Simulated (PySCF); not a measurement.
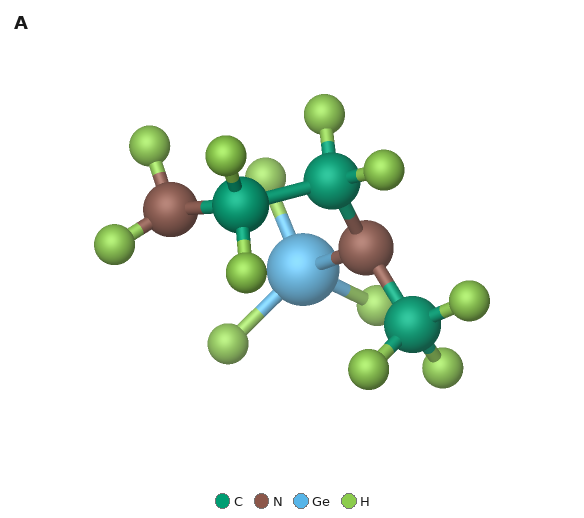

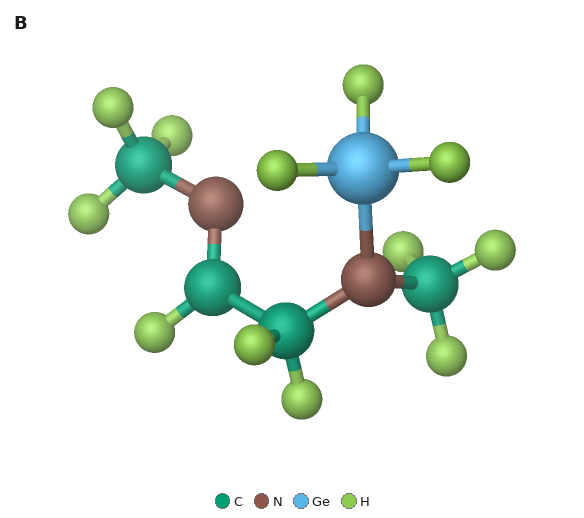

Two related species, optimised with PBE0-D3(BJ)/def2-SVP; properties computed with PySCF 2.14.0. Both: charge 0, singlet.

**What are A and B?**

A is C3H12GeN2, B is C4H12GeN2.

Compare them. With CAM-B3LYP/def2-SVPD: dipole moment (D), HOMO–LUMO gap (eV), HOMO energy (Kohn–Sham orbital) (eV), lowest vertical singlet excitation (eV), mean static polarisability (bohr³). With PBE0-D3(BJ)/def2-SVP: mean Ge–H length (Å), mean Ge–N length (Å).

```
                               quantity      A      B
                      dipole moment (D)   2.45   2.12
                     HOMO–LUMO gap (eV)   8.32   8.44
   HOMO energy (Kohn–Sham orbital) (eV)  −7.26  −7.45
lowest vertical singlet excitation (eV)   5.57   5.06
     mean static polarisability (bohr³)   86.7   97.0
                   mean Ge–H length (Å)  1.545  1.543
                   mean Ge–N length (Å)  1.848  1.850
```

Each is one conformer, and no frequency run is at hand to confirm it as a minimum.
